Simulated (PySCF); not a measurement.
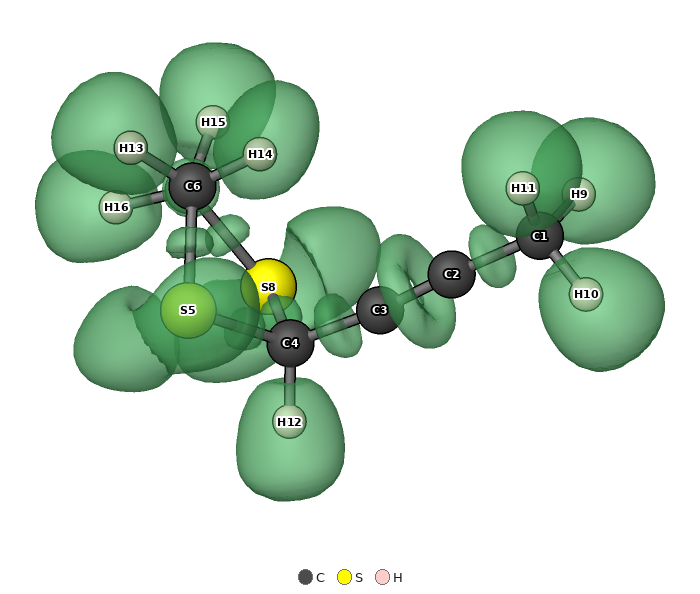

*C6H8S2. Isosurface of the ELF at 0.85 (green), seen at a tilt. Core shells and regions of very low density are left out.*

Geometry: GFN2-xTB.

The calculation used PySCF 2.14.0, CAM-B3LYP/def2-SVPD, SCF density, gas phase.

The calculation's input:

```
{"job": {"kind": "uv", "xc": "CAM-B3LYP", "basis": "def2-SVPD", "nstates": 8, "ntriplets": 3}, "charge": 0, "multiplicity": 1}
C     -3.057736    -0.001618     0.976498
C     -1.790182    -0.499239     0.497315
C     -0.756363    -0.965645     0.103329
C      0.529453    -1.385615    -0.372420
S      0.951565    -0.555855    -1.944109
C      1.376806     0.972697    -1.057917
C      2.381807     0.609335     0.014343
S      1.855235    -0.939736     0.840915
H     -2.957450     0.331264     2.009233
H     -3.811289    -0.786800     0.928412
H     -3.381448     0.838522     0.362495
H      0.580672    -2.462924    -0.529679
H      1.791986     1.676151    -1.776982
H      0.457345     1.373461    -0.627677
H      2.456210     1.384348     0.776096
H      3.365792     0.420596    -0.416024
```

Run with:

```sh
OMP_NUM_THREADS=1 python probes_run.py task.json out
```

Q: Describe the localisation domains.

A: At this value the surface marks out four regions between bonded C–C atoms (shared pairs), four regions between bonded C–S atoms (shared pairs), eight regions around hydrogen nuclei and two regions wrapped around S (its lone pairs, merged into a ring or cap). Along the contacts the grid gives the following. C–C (1.20 Å): the ELF peaks at about 0.80 between the atoms: a short, multiple covalent bond. C–S (1.82 Å): the ELF peaks at about 0.95 between the atoms, as expected for a shared electron pair.
